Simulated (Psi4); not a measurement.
# doublet [CdH2O2]+ at 4 levels

Wanted: a comparison of 4 runs (U-revPBE/def2-SVP, UBLYP/def2-SVP, UPBE/def2-SVP, UTPSS/def2-SVP) of doublet [CdH2O2]+. 

Program for the calculation: Psi4 1.11.

2 further runs of the same task are left out: 2 set aside as unsound or not needed.

### 1 Starting point

The species is [CdH2O2]+ (5 atoms), meant as a doublet with charge +1. SMILES of the parent species: `[OH][Cd][OH]`. The shape comes from GFN1-xTB, which is rough for such elements, and wasn't checked as a minimum. That shape belongs to the parent species and isn't relaxed for this state.

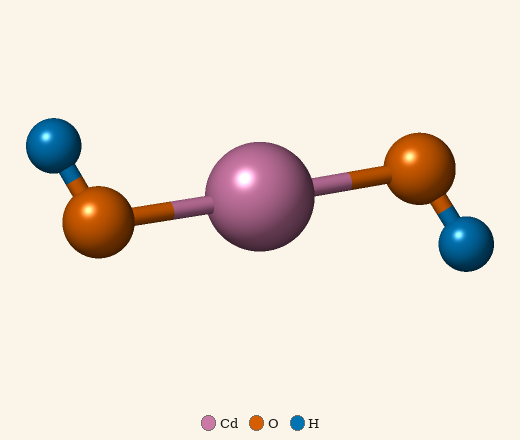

The structure, seen from a chosen angle (cadmium pink, oxygen orange, hydrogen blue).

### 2 Energy and gradient at U-revPBE/def2-SVP (core potential) (run 1)

job.in reads:

```
memory 1.6 GB

molecule geom {
  1 2
  Cd
  O 1 R2
  H 2 R3 1 A3
  O 1 R4 3 A4 2 D4
  H 4 R5 1 A5 3 D5

  R2 = 1.91249
  R3 = 0.960003
  A3 = 109.70512
  R4 = 1.912736
  A4 = 157.02674
  D4 = 177.94031
  R5 = 0.959899
  A5 = 110.00184
  D5 = -179.04889
  symmetry c1
}

set {
  basis def2-SVP
  reference uks
  puream true
  e_convergence 1e-09
  d_convergence 1e-08
  scf_type pk
  dft_radial_points 99
  dft_spherical_points 590
  maxiter 200
}

e_tot, wfn = gradient("revpbe", return_wfn=True)
oeprop(wfn, "QUADRUPOLE", "WIBERG_LOWDIN_INDICES", "MAYER_INDICES")
```

On the command line:

```bash
$ psi4 -n 1 job.in job.out
```

job.out:

```text
[...]
    !!!  WARNING: ECP capability is in beta. Please check occupations closely.  !!!
[...]
  Running in c1 symmetry.
[...]
  Nuclear repulsion =  117.082862279110614
[...]
  Multiplicity = 2
[...]
  Nalpha       = 19
  Nbeta        = 18
[...]
    Number of basis functions: 69
[...]
   @UKS iter   1:  -318.34802513940542   -1.79554e-01   1.55106e-02 DIIS/ADIIS
[...]
   @UKS iter  17:  -318.90641950609950   -2.27374e-13   5.86786e-09 DIIS
[...]
   @S^2 Observed:                7.547999380E-01
[...]
  @UKS Final Energy:  -318.90641950609950
   => Energetics <=
    Nuclear Repulsion Energy =            117.0828622791106142
    One-Electron Energy =                -728.5145295191434798
    Two-Electron Energy =                 325.5881625570857523
    DFT Exchange-Correlation Energy =     -33.0629148231523544
    Empirical Dispersion Energy =           0.0000000000000000
    VV10 Nonlocal Energy =                  0.0000000000000000
    Total Energy =                       -318.9064195060994962
[...]
  -Total Gradient:
     Atom            X                  Y                   Z
    ------   -----------------  -----------------  -----------------
       1       -0.000055167414    -0.000054061552     0.000257387339
       2        0.000379435296    -0.021116883027    -0.023590340821
       3       -0.000103093510     0.024703164884    -0.017129146189
       4       -0.000287294991     0.020861221733     0.022844492055
       5        0.000062062703    -0.024396226480     0.017619946906
[...]
```

Run time: 25 s. Hardware: 1 thread of Intel Xeon Platinum 8259CL at 2.50GHz (Skylake/Cascade Lake), shared host; peak memory 0.71 GiB.

### 3 A single-point energy at UBLYP/def2-SVP (core potential) (run 2)

job.inp reads:

```
memory 1600 mb

molecule m {
  1 2
  Cd     0.014030    -0.008910     0.004050
  O      0.012050     0.026000     1.916220
  H     -0.384340     0.844150     2.224620
  O     -0.022050    -0.026980    -1.908260
  H      0.380310    -0.834250    -2.236630
  symmetry c1
}

set globals {
  basis def2-SVP
  reference uks
  puream true
  e_convergence 1e-09
  d_convergence 1e-08
  scf_type pk
  dft_radial_points 99
  dft_spherical_points 590
  maxiter 200
}

energy_value, wavefunction = energy('blyp', return_wfn=True)
```

On the command line:

```bash
$ psi4 -i job.inp -o job.out -n 1
```

job.out:

```text
[...]
    !!!  WARNING: ECP capability is in beta. Please check occupations closely.  !!!
[...]
  Running in c1 symmetry.
[...]
  Nuclear repulsion =  117.082884707559430
[...]
  Multiplicity = 2
[...]
  Nalpha       = 19
  Nbeta        = 18
[...]
    Number of basis functions: 69
[...]
   @UKS iter   1:  -318.21517829855173   -1.01154e-01   1.65618e-02 ADIIS/DIIS
[...]
   @UKS iter  18:  -318.83914329658137   -7.38964e-13   5.32284e-10 DIIS
[...]
   @S^2 Observed:                7.548555810E-01
[...]
  @UKS Final Energy:  -318.83914329658137
   => Energetics <=
    Nuclear Repulsion Energy =            117.0828847075594297
    One-Electron Energy =                -728.4542645948374684
    Two-Electron Energy =                 325.5205041724352668
    DFT Exchange-Correlation Energy =     -32.9882675817385760
    Empirical Dispersion Energy =           0.0000000000000000
    VV10 Nonlocal Energy =                  0.0000000000000000
    Total Energy =                       -318.8391432965813692
[...]
 Multipole Moments:
 ------------------------------------------------------------------------------------
     Multipole            Electronic (a.u.)      Nuclear  (a.u.)        Total (a.u.)
 ------------------------------------------------------------------------------------
 L = 1.  Multiply by 2.5417464519 to convert [e a0] to [Debye]
 Dipole X            :          0.3370280           -0.3247681            0.0122599
 Dipole Y            :         -0.1599984            0.1626325            0.0026341
 Dipole Z            :          0.0154817           -0.0291919           -0.0137102
 Magnitude           :                                                    0.0185799
[...]
```

Run time: 19 s. Hardware: 1 thread of Intel Xeon Platinum 8259CL at 2.50GHz (Skylake/Cascade Lake), shared host; peak memory 0.7 GiB.

### 4 Energy and gradient at UPBE/def2-SVP (core potential) (run 3)

job.json reads:

```json
{
  "schema_name": "qcschema_input",
  "schema_version": 1,
  "molecule": {
    "schema_name": "qcschema_molecule",
    "schema_version": 2,
    "symbols": ["Cd", "O", "H", "O", "H"],
    "geometry": [0.02651286, -0.01683746, 0.00765339, 0.0227712, 0.04913288, 3.62113099, -0.72629734, 1.59521231, 4.20392253, -0.04166846, -0.05098481, -3.60608877, 0.71868174, -1.57650402, -4.22661814],
    "molecular_charge": 1,
    "molecular_multiplicity": 2,
    "fix_symmetry": "c1",
    "fix_com": true,
    "fix_orientation": true
  },
  "driver": "gradient",
  "model": {
    "method": "pbe",
    "basis": "def2-SVP"
  },
  "keywords": {
    "reference": "uks",
    "puream": true,
    "e_convergence": 1e-09,
    "d_convergence": 1e-08,
    "scf_type": "pk",
    "dft_radial_points": 99,
    "dft_spherical_points": 590,
    "maxiter": 200,
    "scf_properties": ["LOWDIN_CHARGES", "MAYER_INDICES", "MULLIKEN_CHARGES"]
  }
}
```

On the command line:

```bash
$ psi4 --qcschema job.json -n 1 --memory 1600MB
```

stdout:

```text
[...]
    !!!  WARNING: ECP capability is in beta. Please check occupations closely.  !!!
[...]
  Running in c1 symmetry.
[...]
  Nuclear repulsion =  117.082884877692692
[...]
  Multiplicity = 2
[...]
  Nalpha       = 19
  Nbeta        = 18
[...]
    Number of basis functions: 69
[...]
   @UKS iter   1:  -318.21280799028631   -1.21007e-01   1.51659e-02 ADIIS/DIIS
[...]
   @UKS iter  17:  -318.74766724367163   -3.41061e-13   9.50737e-10 DIIS
[...]
   @S^2 Observed:                7.545237235E-01
[...]
  @UKS Final Energy:  -318.74766724367163
   => Energetics <=
    Nuclear Repulsion Energy =            117.0828848776926918
    One-Electron Energy =                -728.4471783166829937
    Two-Electron Energy =                 325.5066310685054987
    DFT Exchange-Correlation Energy =     -32.8900048731868182
    Empirical Dispersion Energy =           0.0000000000000000
    VV10 Nonlocal Energy =                  0.0000000000000000
    Total Energy =                       -318.7476672436716285
[...]
  -Total Gradient:
     Atom            X                  Y                   Z
    ------   -----------------  -----------------  -----------------
       1        0.000140192473     0.000025038638     0.000253855723
       2       -0.009717179756     0.018760558989    -0.018631761276
       3        0.011040604768    -0.022681850971    -0.016635960246
       4        0.009412579272    -0.018531036935     0.017876150426
       5       -0.010873781384     0.022431289379     0.017139814595
[...]
```

The result, in JSON:

```text
{
 "driver": "gradient",
 "model": {
  "method": "pbe",
  "basis": "def2-SVP"
 },
 "success": true,
 "return_result": [0.00014019247279823364, 2.5038637769983106e-05, 0.0002538557228371753, -0.009717179756194516, 0.01876055898908624, -0.018631761275999664, 0.011040604768325496, -0.022681850970780848, -0.01663596024584975, 0.009412579272203653, -0.018531036934878897, 0.017876150426395884, -0.010873781383787445, 0.022431289379343855, 0.017139814595132793],
 "properties": {
  "calcinfo_nbasis": 69,
  "calcinfo_nmo": 69,
  "calcinfo_nalpha": 19,
  "calcinfo_nbeta": 18,
  "calcinfo_natom": 5,
  "nuclear_repulsion_energy": 117.08288487769269,
  "return_energy": -318.74766724367163,
  "return_gradient": [0.00014019247279823364, 2.5038637769983106e-05, 0.0002538557228371753, -0.009717179756194516, 0.01876055898908624, -0.018631761275999664, 0.011040604768325496, -0.022681850970780848, -0.01663596024584975, 0.009412579272203653, -0.018531036934878897, 0.017876150426395884, -0.010873781383787445, 0.022431289379343855, 0.017139814595132793],
  "scf_one_electron_energy": -728.447178316683,
  "scf_two_electron_energy": 325.5066310685055,
  "scf_xc_energy": -32.89000487318682,
  "scf_dipole_moment": [0.031184179563653214, -0.010649420087975203, -0.006360924947489188],
  "scf_total_energy": -318.74766724367163,
  "scf_total_gradient": [0.00014019247279823364, 2.5038637769983106e-05, 0.0002538557228371753, -0.009717179756194516, 0.01876055898908624, -0.018631761275999664, 0.011040604768325496, -0.022681850970780848, -0.01663596024584975, 0.009412579272203653, -0.018531036934878897, 0.017876150426395884, -0.010873781383787445, 0.022431289379343855, 0.017139814595132793],
  "scf_iterations": 17
 }
}
```

Run time: 25 s. Hardware: 1 thread of Intel Xeon Platinum 8259CL at 2.50GHz (Skylake/Cascade Lake), shared host; peak memory 0.71 GiB.

### 5 A single-point energy at UTPSS/def2-SVP (core potential) (run 4)

input.dat reads:

```
memory 1600 MB

molecule system {
  1 2
  Cd     0.014030    -0.008910     0.004050
  O      0.012050     0.026000     1.916220
  H     -0.384340     0.844150     2.224620
  O     -0.022050    -0.026980    -1.908260
  H      0.380310    -0.834250    -2.236630
  symmetry c1
  no_reorient
  no_com
}

set {
  reference uks
  puream true
  e_convergence 1e-09
  d_convergence 1e-08
  scf_type pk
  dft_radial_points 99
  dft_spherical_points 590
  maxiter 200
}

e, wfn = energy('tpss/def2-SVP', return_wfn=True)
oeprop(wfn, 'LOWDIN_CHARGES', 'MULLIKEN_CHARGES', 'DIPOLE')
```

On the command line:

```bash
$ psi4 -i input.dat -o output.dat -n 1
```

output.dat:

```text
[...]
    !!!  WARNING: ECP capability is in beta. Please check occupations closely.  !!!
[...]
  Running in c1 symmetry.
[...]
  Nuclear repulsion =  117.082884707559430
[...]
  Multiplicity = 2
[...]
  Nalpha       = 19
  Nbeta        = 18
[...]
    Number of basis functions: 69
[...]
   @UKS iter   1:  -318.26711084288775   -1.90399e-01   1.58374e-02 ADIIS/DIIS
[...]
   @UKS iter  18:  -318.84690020701362   -9.09495e-13   4.51371e-09 DIIS
[...]
   @S^2 Observed:                7.559499639E-01
[...]
  @UKS Final Energy:  -318.84690020701362
   => Energetics <=
    Nuclear Repulsion Energy =            117.0828847075594297
    One-Electron Energy =                -728.5161211582542364
    Two-Electron Energy =                 325.5939289413955748
    DFT Exchange-Correlation Energy =     -33.0075926977143794
    Empirical Dispersion Energy =           0.0000000000000000
    VV10 Nonlocal Energy =                  0.0000000000000000
    Total Energy =                       -318.8469002070136185
[...]
 Multipole Moments:
 ------------------------------------------------------------------------------------
     Multipole            Electronic (a.u.)      Nuclear  (a.u.)        Total (a.u.)
 ------------------------------------------------------------------------------------
 L = 1.  Multiply by 2.5417464519 to convert [e a0] to [Debye]
 Dipole X            :         -0.3390181            0.3714635            0.0324453
 Dipole Y            :          0.3217435           -0.3328564           -0.0111128
 Dipole Z            :         -0.2568610            0.2507100           -0.0061510
 Magnitude           :                                                    0.0348429
[...]
```

Wall time 66 s (1 thread of Intel Xeon Platinum 8259CL at 2.50GHz (Skylake/Cascade Lake), shared host); peak memory 0.82 GiB.

### 6 All runs side by side

```csv
run,level,task,energy (Eh),HOMO energy (eV),LUMO energy (eV),⟨S²⟩,wall time
1,U-revPBE/def2-SVP (core potential),gradient,-318.906420,-13.69,-13.02,0.755,25 s
2,UBLYP/def2-SVP (core potential),energy,-318.839143,-13.68,-13.00,0.755,19 s
3,UPBE/def2-SVP (core potential),gradient,-318.747667,-13.80,-13.12,0.755,25 s
4,UTPSS/def2-SVP (core potential),energy,-318.846900,-13.62,-12.93,0.756,66 s
```

### 7 Outcome

| quantity | value |
| --- | --- |
| run 4: total energy | -318.84690 Eh |
| run 4: HOMO energy (highest over α and β) | -13.62 eV |
| run 4: LUMO energy (lowest over α and β) | -12.93 eV |
| run 4: ⟨S²⟩ | 0.756 |

**Reading.** Totals of different functionals can't be ranked against each other. All runs together took 2.3 min, the longest 66 s.
